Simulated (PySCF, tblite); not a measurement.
# C3H10B3N: geometry, infrared bands and NMR shifts

What infrared bands and NMR shifts should C3H10B3N (`BN(B)BC1CC1`) show?

The runs use tblite 0.8.0 and PySCF 2.14.0, with density-fitted response routines of our own; the level of theory stands in each step. All values are computed, except where a source is named. Atoms count from 0, in the outputs and in this text.

### 1 The starting structure

17 atoms, charge 0, multiplicity 1; geometry from: force field or distance geometry start.

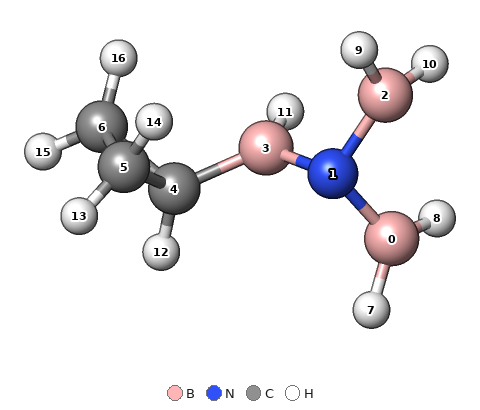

As it starts; boron pink, nitrogen blue, carbon grey, hydrogen white, atoms numbered.

### 2 Geometry optimisation with GFN2-xTB

The job: settings as JSON, then the geometry in Å.

```
{"job": {"kind": "relax", "xc": "GFN2-xTB", "basis": "xTB"}, "charge": 0, "multiplicity": 1}
B      2.275000    -0.387200    -1.222500
N      1.357000    -0.525100    -0.010000
B      2.194900    -0.294600     1.266000
B      0.273900     0.546500    -0.085700
C     -1.175300     0.147200    -0.610700
C     -1.944900    -0.831000     0.256100
C     -2.329700     0.640400     0.236900
H      1.958000    -0.916300    -2.221900
H      2.971200     0.561800    -1.333300
H      1.800400    -0.751800     2.286700
H      2.877600     0.663000     1.346900
H      0.554100     1.684200    -0.005300
H     -1.391200     0.074900    -1.695400
H     -2.642700    -1.488100    -0.293300
H     -1.450200    -1.140500     1.205200
H     -3.269700     0.844500    -0.307200
H     -2.065400     1.184100     1.177500
```

Started as:

```console
$ OMP_NUM_THREADS=1 python probes_run.py task.json out
```

One launch serves the whole session: the jobs run in the order shown.

Log:

```text
step      E/eV     max force
  0    -492.41404    2.472
  1    -492.74792    1.587
  2    -493.06917    1.475
  3    -493.14197    0.736
  4    -493.25497    0.679
  5    -493.29825    0.566
  6    -493.36513    0.721
  7    -493.42272    0.647
  8    -493.51284    0.730
  9    -493.61046    0.773
 10    -493.73010    0.783
 11    -493.83987    0.758
 12    -493.93836    0.587
 13    -494.02159    0.595
 14    -494.07357    0.479
 15    -494.10550    0.478
 16    -494.13778    0.439
 17    -494.16364    0.543
 18    -494.19849    0.432
 19    -494.22870    0.337
 20    -494.25296    0.353
 21    -494.29064    0.526
 22    -494.33040    0.578
 23    -494.37196    0.569
 24    -494.42144    0.546
 25    -494.46309    0.472
 26    -494.49483    0.437
 27    -494.52936    0.377
 28    -494.55981    0.454
 29    -494.57942    0.554
 30    -494.60622    0.471
 31    -494.62870    0.312
 32    -494.65474    0.372
 33    -494.67151    0.412
 34    -494.68936    0.278
 35    -494.70150    0.348
 36    -494.71171    0.347
 37    -494.72183    0.210
 38    -494.73144    0.198
 39    -494.73590    0.163
 40    -494.74088    0.165
 41    -494.74724    0.186
 42    -494.75200    0.219
 43    -494.75616    0.193
 44    -494.76107    0.185
 45    -494.76688    0.203
 46    -494.77157    0.165
 47    -494.77456    0.161
 48    -494.77701    0.144
 49    -494.77986    0.131
 50    -494.78319    0.114
 51    -494.78491    0.077
 52    -494.78601    0.080
 53    -494.78690    0.074
 54    -494.78805    0.077
 55    -494.78932    0.080
 56    -494.79080    0.113
 57    -494.79263    0.131
 58    -494.79511    0.129
 59    -494.79809    0.125
 60    -494.80077    0.109
 61    -494.80276    0.117
 62    -494.80454    0.111
 63    -494.80625    0.089
 64    -494.80790    0.103
 65    -494.80955    0.090
 66    -494.81122    0.092
 67    -494.81280    0.098
 68    -494.81408    0.085
 69    -494.81514    0.070
 70    -494.81637    0.070
 71    -494.81799    0.085
 72    -494.81983    0.097
 73    -494.82143    0.133
 74    -494.82309    0.102
 75    -494.82512    0.101
 76    -494.82891    0.138
 77    -494.83284    0.158
 78    -494.83742    0.160
 79    -494.84147    0.175
 80    -494.84585    0.183
 81    -494.84856    0.264
 82    -494.85337    0.202
 83    -494.85742    0.218
 84    -494.86142    0.136
 85    -494.86409    0.126
 86    -494.86655    0.098
 87    -494.86870    0.077
 88    -494.87024    0.078
 89    -494.87148    0.118
 90    -494.87296    0.120
 91    -494.87472    0.101
 92    -494.87700    0.089
 93    -494.87816    0.083
 94    -494.87932    0.070
 95    -494.88031    0.056
 96    -494.88104    0.060
 97    -494.88155    0.076
 98    -494.88193    0.047
 99    -494.88222    0.034
100    -494.88243    0.039
101    -494.88260    0.038
102    -494.88280    0.029
103    -494.88296    0.026
104    -494.88309    0.031
105    -494.88324    0.035
106    -494.88343    0.041
107    -494.88367    0.047
108    -494.88396    0.039
109    -494.88427    0.036
110    -494.88452    0.028
111    -494.88468    0.025
112    -494.88479    0.025
113    -494.88488    0.022
114    -494.88500    0.021
115    -494.88512    0.021
116    -494.88523    0.020
117    -494.88530    0.022
118    -494.88537    0.021
119    -494.88546    0.019
120    -494.88558    0.023
121    -494.88570    0.022
122    -494.88581    0.022
123    -494.88591    0.030
124    -494.88603    0.031
125    -494.88620    0.044
126    -494.88643    0.045
127    -494.88670    0.040
128    -494.88698    0.047
129    -494.88734    0.049
130    -494.88781    0.051
131    -494.88837    0.054
132    -494.88882    0.043
133    -494.88906    0.039
134    -494.88917    0.058
135    -494.88941    0.040
136    -494.88963    0.031
137    -494.88996    0.024
138    -494.89013    0.027
139    -494.89034    0.028
140    -494.89053    0.034
141    -494.89078    0.031
142    -494.89104    0.031
143    -494.89129    0.031
144    -494.89151    0.032
145    -494.89174    0.038
146    -494.89201    0.045
147    -494.89233    0.043
148    -494.89269    0.036
149    -494.89291    0.036
150    -494.89309    0.027
151    -494.89320    0.023
152    -494.89330    0.028
153    -494.89341    0.024
154    -494.89350    0.018
155    -494.89354    0.013
156    -494.89356    0.008
```

Wall time 2.5 s (1 thread of Intel Xeon at 2.50GHz, shared host); peak memory 0.18 GiB.

Step by step: (not every step is listed)

```csv
step,energy from step 0 (eV),largest force (eV/Å)
0,0.0000,2.4722
1,-0.3339,1.5867
2,-0.6551,1.4752
3,-0.7279,0.7362
4,-0.8409,0.6794
5,-0.8842,0.5656
6,-0.9511,0.7211
7,-1.0087,0.6465
8,-1.0988,0.7304
22,-1.9164,0.5775
36,-2.2977,0.3471
50,-2.3691,0.1136
64,-2.3939,0.1029
78,-2.4234,0.1598
92,-2.4630,0.0888
106,-2.4694,0.0410
120,-2.4715,0.0233
134,-2.4751,0.0576
148,-2.4787,0.0358
151,-2.4792,0.0234
152,-2.4793,0.0281
153,-2.4794,0.0245
154,-2.4795,0.0176
155,-2.4795,0.0126
156,-2.4795,0.0084
```

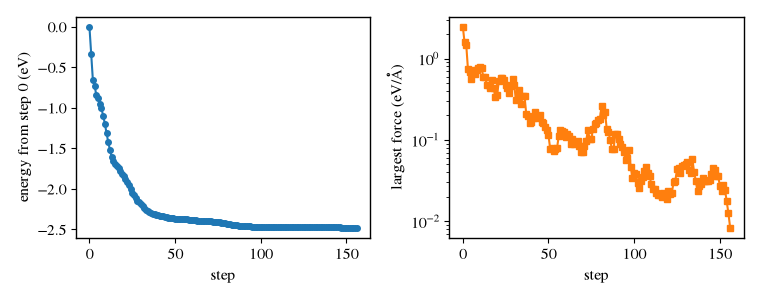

Energy and force, step by step.

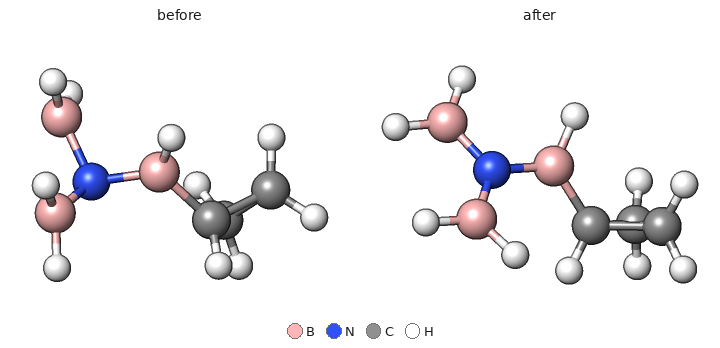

The geometry before (left) and after (right).

Close pairs (by a distance rule), those that changed most:

```csv
bond,before (Å),after (Å),change (Å)
N1–B2,1.544,1.427,-0.117
B0–N1,1.527,1.426,-0.101
N1–B3,1.526,1.452,-0.074
B3–C4,1.592,1.547,-0.045
C5–C6,1.521,1.481,-0.040
C6–H16,1.118,1.079,-0.039
C5–H14,1.114,1.079,-0.035
C6–H15,1.105,1.080,-0.025
```

The end geometry stands in the next job.

### 3 Infrared spectrum with GFN2-xTB

The job: settings as JSON, then the geometry in Å.

```
{"job": {"kind": "ir", "xc": "GFN2-xTB", "basis": "xTB"}, "charge": 0, "multiplicity": 1}
B      1.914873     0.100822    -1.309188
N      1.577167     0.126689     0.076145
B      2.593349     0.001774     1.070376
B      0.204752     0.313113     0.510729
C     -0.986073    -0.264306    -0.290476
C     -2.246506    -0.708843     0.432912
C     -2.283876     0.521758    -0.390431
H      1.095859     0.319127    -2.117351
H      3.021770    -0.096760    -1.631867
H      2.320382     0.136618     2.201126
H      3.689563    -0.251454     0.750792
H      0.004112     0.894263     1.510282
H     -0.762794    -0.853061    -1.173638
H     -2.740494    -1.596089     0.065525
H     -2.272514    -0.608542     1.507138
H     -2.804312     0.502319    -1.336307
H     -2.332257     1.474604     0.114324
```

Log:

```text
mode    cm-1     km/mol
  1      54.8      0.09
  2      64.3      0.94
  3     161.3      0.25
  4     233.1      0.44
  5     250.9      1.20
  6     286.4      0.30
  7     303.4      1.10
  8     337.3      2.43
  9     405.4      0.32
 10     466.2      2.01
 11     745.8     89.99
 12     794.7      0.63
 13     852.0      7.01
 14     860.2    259.94
 15     862.6     10.45
 16     871.4     63.37
 17     898.3     14.04
 18     910.6      1.50
 19     918.5      1.60
 20     933.3      2.73
 21     992.9     50.90
 22    1059.8     19.02
 23    1065.1      0.74
 24    1096.9     23.19
 25    1114.8     19.15
 26    1119.2      0.97
 27    1164.4      0.20
 28    1173.9      0.59
 29    1215.9    120.88
 30    1256.2     13.75
 31    1285.8    351.26
 32    1314.2    406.52
 33    1364.2    139.06
 34    1439.4      0.12
 35    1484.4      8.43
 36    2605.6     85.58
 37    2623.9    244.60
 38    2629.1     26.75
 39    2648.9     51.84
 40    2658.8    305.33
 41    3037.4     34.70
 42    3082.7     17.16
 43    3085.4     21.97
 44    3091.8     18.90
 45    3107.3     69.97
```

Wall time 1.2 s (1 thread of Intel Xeon at 2.50GHz, shared host); peak memory 0.18 GiB.

Which atoms move in the most intense modes:

```csv
cm⁻¹,km/mol,atoms
746,90.0,"H11 51 %, B3 38 %"
860,259.9,"H10 26 %, H9 24 %, B2 19 %"
1216,120.9,"B3 21 %, N1 20 %, H10 14 %, H8 14 %"
1286,351.3,"N1 26 %, B2 14 %"
1314,406.5,"N1 42 %, B0 24 %, B2 18 %"
1364,139.1,"C4 38 %, H12 14 %"
2624,244.6,"H7 41 %, H9 21 %, H8 20 %, H10 13 %"
2659,305.3,"H10 42 %, H8 27 %, H9 13 %"
```

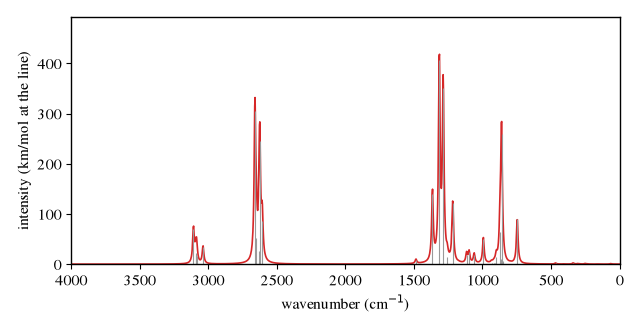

The infrared spectrum from these modes, unscaled. Lines are broadened to a width of 14 cm⁻¹ (Lorentzian).

### 4 Shielding tensors: PBE0/pcSseg-1

The job, as its differences from that of step 3:

```diff
@@ -1,2 +1,2 @@
-{"job": {"kind": "ir", "xc": "GFN2-xTB", "basis": "xTB"}, "charge": 0, "multiplicity": 1}
+{"job": {"kind": "nmr", "xc": "PBE0", "basis": "pcSseg-1"}, "charge": 0, "multiplicity": 1}
 B      1.914873     0.100822    -1.309188
```

Method: GIAO PBE0/pcSseg-1 NMR shielding, non-relativistic, gas phase.

Log:

```text
coarse grid: 13784 points
cycle   1  E = -249.2376814090  dE =  7.011e-01  |g| = 3.733e-01  |ddm| = 3.454e+00
cycle   2  E = -249.2283267629  dE =  9.355e-03  |g| = 4.474e-01  |ddm| = 6.620e-01
cycle   3  E = -249.2752431252  dE = -4.692e-02  |g| = 5.527e-02  |ddm| = 3.656e-01
cycle   4  E = -249.2757283517  dE = -4.852e-04  |g| = 2.848e-02  |ddm| = 4.683e-02
cycle   5  E = -249.2759039279  dE = -1.756e-04  |g| = 6.194e-03  |ddm| = 2.324e-02
cycle   6  E = -249.2759134763  dE = -9.548e-06  |g| = 1.039e-03  |ddm| = 6.880e-03
final grid: 131960 points
cycle   7  E = -249.3129374560  dE = -5.178e-05  |g| = 8.942e-03  |ddm| = 3.261e-02
cycle   8  E = -249.3129275255  dE =  9.931e-06  |g| = 1.125e-02  |ddm| = 1.644e-02
cycle   9  E = -249.3129578719  dE = -3.035e-05  |g| = 8.490e-04  |ddm| = 8.551e-03
cycle  10  E = -249.3129580197  dE = -1.478e-07  |g| = 3.193e-04  |ddm| = 6.669e-04
cycle  11  E = -249.3129580399  dE = -2.021e-08  |g| = 7.872e-05  |ddm| = 2.681e-04
cycle  12  E = -249.3129580416  dE = -1.739e-09  |g| = 1.081e-05  |ddm| = 1.036e-04
cycle  13  E = -249.3129580417  dE = -3.405e-11  |g| = 1.887e-06  |ddm| = 1.356e-05
converged SCF energy = -249.3129580417

GIAO shielding tensors (ppm)
atom      isotropic    diamagn.    paramagn.     s11        s22        s33       span
  0 B       42.680     196.790    -154.110    -12.352     29.000    111.391    123.743
  1 N       25.107     324.593    -299.486   -118.327    -80.918    274.566    392.894
  2 B       41.777     193.827    -152.050    -10.742     28.128    107.945    118.687
  3 B       34.437     193.776    -159.339    -26.933     36.850     93.395    120.328
  4 C      172.085     252.168     -80.083    121.428    171.320    223.506    102.077
  5 C      177.403     252.928     -75.525    151.368    177.199    203.641     52.273
  6 C      178.077     253.337     -75.259    151.576    178.901    203.755     52.179
  7 H       25.448      32.072      -6.624     21.305     25.365     29.673      8.368
  8 H       25.625      30.846      -5.221     23.897     26.248     26.730      2.833
  9 H       25.731      30.076      -4.344     22.639     26.235     28.320      5.681
 10 H       25.645      29.644      -3.999     23.534     26.426     26.975      3.441
 11 H       26.032      32.658      -6.626     21.661     25.522     30.913      9.252
 12 H       31.259      34.307      -3.048     24.699     29.031     40.047     15.347
 13 H       30.683      30.524       0.158     24.983     26.736     40.329     15.346
 14 H       30.787      31.419      -0.632     25.052     27.099     40.211     15.159
 15 H       30.695      30.677       0.018     25.111     26.538     40.436     15.325
 16 H       30.781      31.497      -0.715     25.182     27.220     39.942     14.760
```

Wall time 56 s (1 thread of Intel Xeon at 2.50GHz, shared host); peak memory 0.75 GiB.

Shifts follow as δ = σ(reference) − σ, with reference shieldings (ppm) from runs at the same level and on the same kind of geometry: 1H TMS 31.72, 13C TMS 186.9, 15N NH3 267.7, 11B BF3·OEt2 100.1. The references are single molecules in the gas phase, so shifts against H2O, NH3, PH3, H3PO4 or CFCl3 are not on the usual liquid scales and can be off by tens of ppm. Atoms listed in one row are averaged.

```csv
atoms,environment,σ (ppm),δ (ppm),δ scaled to CDCl3
C4,three-membered-ring carbon,172.1,14.8,12.6
"C5, C6",three-membered-ring carbon,177.7,9.2,7.0
"H7, H8, H9, H10",hydrogen on a boron bonded to N,25.61,6.10,–
H11,"hydrogen on a boron bonded to C, N",26.03,5.69,–
"H13, H15",hydrogen on a three-membered-ring carbon,30.69,1.03,1.07
"H14, H16",hydrogen on a three-membered-ring carbon,30.78,0.93,0.98
H12,hydrogen on a three-membered-ring carbon,31.26,0.46,0.54
B3,"boron bonded to C, N, H",34.4,65.6,–
"B0, B2","boron bonded to N, 2 H",42.2,57.8,–
N1,nitrogen bonded to 3 B,25.1,242.6,–
```

The scaled column applies a straight-line fit of computed shieldings to shifts measured in CDCl3 (root-mean-square error 0.16 ppm for H, 1.9 ppm for C).

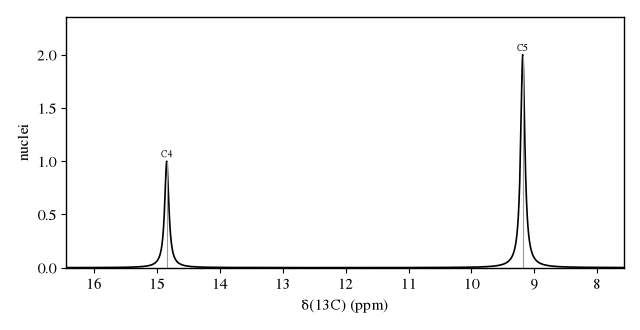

13C lines at the computed shifts, without couplings. Lines are broadened to a width of 0.08 ppm (Lorentzian).

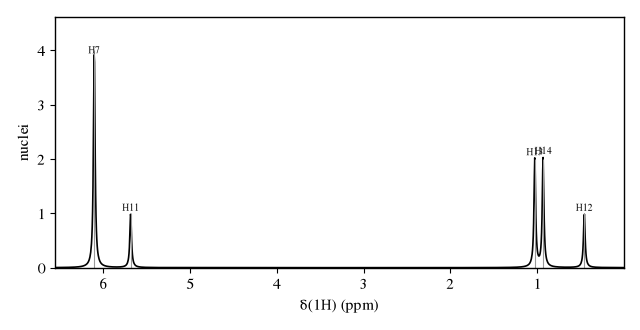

1H lines at the computed shifts, without couplings. Lines are broadened to a width of 0.02 ppm (Lorentzian).

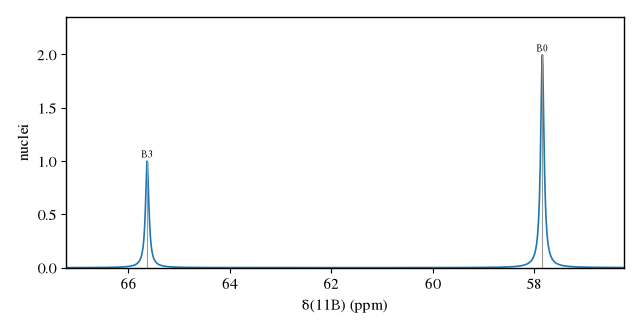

11B lines at the computed shifts, without couplings. Lines are broadened to a width of 0.08 ppm (Lorentzian).

The run also stored atomic charges by several schemes (e):

```csv
atoms,Mulliken,IAO,Hirshfeld,ESP fit
"B0, B2",0.16,0.08,0.16,0.27
N1,-0.63,-0.36,-0.20,-0.22
B3,0.51,0.23,0.19,0.29
C4,-0.49,-0.28,-0.12,-0.22
"C5, C6",-0.20,-0.27,-0.08,-0.29
```

Mulliken charges:

B0 0.15; N1 -0.63; B2 0.18; B3 0.51; C4 -0.49; C5 -0.19; C6 -0.20; H7 0.00; H8 0.01; H9 0.00; H10 0.00; H11 0.00; H12 0.13; H13 0.13; H14 0.14; H15 0.14; H16 0.13

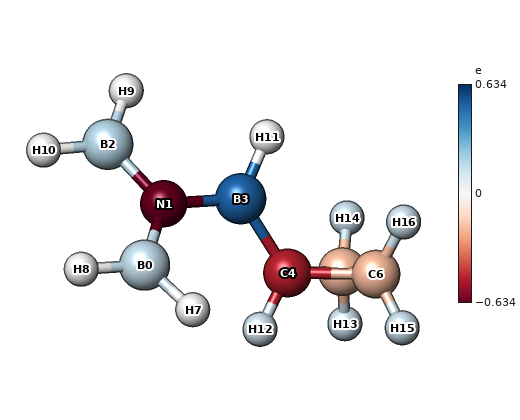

Mulliken charges, as colours on the atoms.

Mayer bond orders: B0–N1 1.14, N1–B2 1.15, N1–B3 0.99, B3–C4 0.98, C4–C5 0.93, C5–C6 1.00, C6–C4 0.93.

Ring of atoms C4, C5, C6: NICS(0) -43.9, NICS(1) -8.0, NICS(1)zz -24.1 ppm (means of both faces).

In rings of three or four atoms NICS is ruled by the nearby σ bonds, so it says little on aromaticity.

### 5 What came out

```
                                                                    quantity                             value
                                   strongest single infrared mode (GFN2-xTB)             1314 cm⁻¹, 407 km/mol
                                                zero-point energy (GFN2-xTB)                     82.8 kcal/mol
     13C shifts against TMS (PBE0/pcSseg-1, means over atoms taken as alike)                     14.8, 9.2 ppm
      1H shifts against TMS (PBE0/pcSseg-1, means over atoms taken as alike)  6.10, 5.69, 1.03, 0.93, 0.46 ppm
11B shifts against BF3·OEt2 (PBE0/pcSseg-1, means over atoms taken as alike)                    65.6, 57.8 ppm
                                      15N shifts against NH3 (PBE0/pcSseg-1)                         242.6 ppm
```

What this shows: The optimisation took 156 steps and gained 2.480 eV; among the close pairs (by a distance rule), N1–B2 changed most, from 1.544 to 1.427 Å. All 45 modes are real, so the xTB geometry is a minimum. The strongest single mode, at 1314 cm⁻¹, is spread over several atoms, N1, B0, B2 among them. Unscaled tight-binding wavenumbers are off by several per cent, some by more. Its intensities can rank the bands wrongly. At PBE0/pcSseg-1: Shielding is most anisotropic at N1 (span 393 ppm, paramagnetic term -299 ppm).
